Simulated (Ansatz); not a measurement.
```csv
atom,x (Å),y (Å),z (Å)
Si,-0.6750,-0.1434,-0.0023
N,1.2190,-0.0137,-0.3650
O,-1.2700,-1.0569,-1.0711
H,1.3495,0.3581,-1.3009
O,-0.9353,1.4817,0.0341
O,-0.4976,-0.5989,1.5697
H,1.6245,-0.9442,-0.3331
H,1.7033,0.5829,0.3002
H,-1.5952,1.7694,-0.5993
H,-0.9230,-1.4351,1.7677
```

The product side of a reaction path; geometry: PBE0-D4/def2-TZVP.

Method: RKS PBE0-D4/def2-TZVPP in Ansatz.

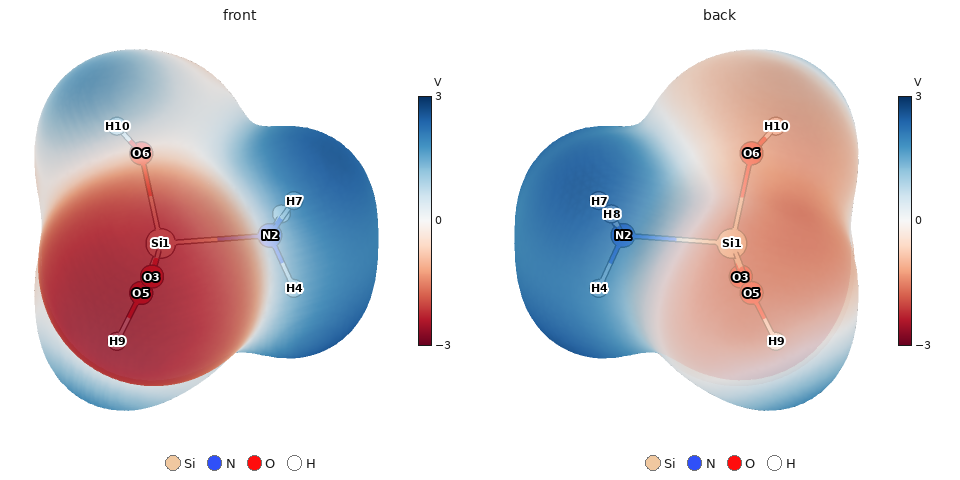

H5NO3Si. The molecular electrostatic potential painted on the density surface at 0.001 e/bohr³, seen from the front and from behind; the colour scale runs from red (negative) to blue (positive).

Which sites attract a positive test charge, and which a negative one?

A positive charge is drawn to the negative regions and a negative charge to the positive ones. The most negative region (about −2.7 V) lies over O3, the most positive (about +2.5 V) over H4, H7 and H8. O3 is the likeliest acceptor of a hydrogen bond.
